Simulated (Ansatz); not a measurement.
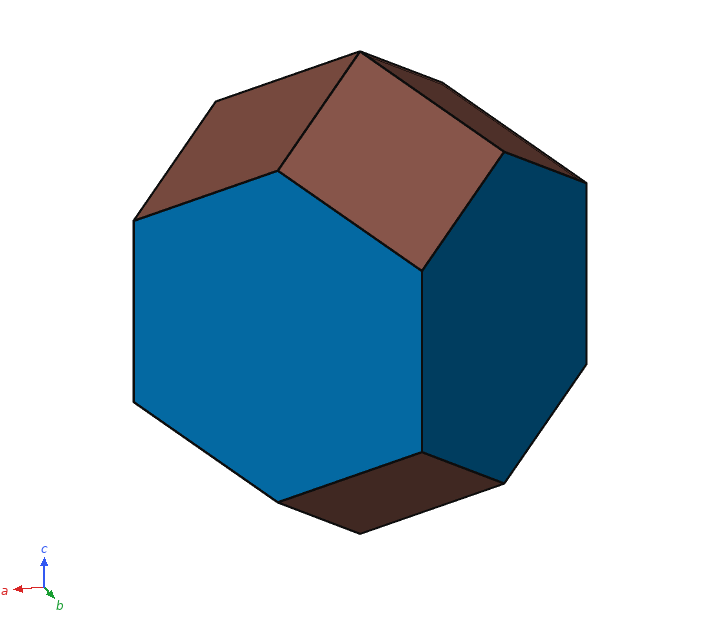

The shape was computed with the Donnay–Harker form of the Bravais–Friedel law: planes with larger spacing d grow more slowly and so show as larger faces; centring, glide planes and screw axes halve or divide d. Faces of one form share a colour. Cell of MgH2: space group P4_2/mnm (No. 136), a = 4.434 Å, b = 4.434 Å, c = 2.988 Å, α = 90.00°, β = 90.00°, γ = 90.00°. Origin: coordinates from a relaxation with Ansatz 0.2.0, DFT PBE+D3(BJ), scalar-relativistic, plane waves, PAW. Forms under 0.4 % of the area are left out.

Q: Index the forms that can be seen.

A: blue: {110} (d = 3.14 Å, 57 % of the area); brown: {101} (d = 2.48 Å, 43 % of the area).
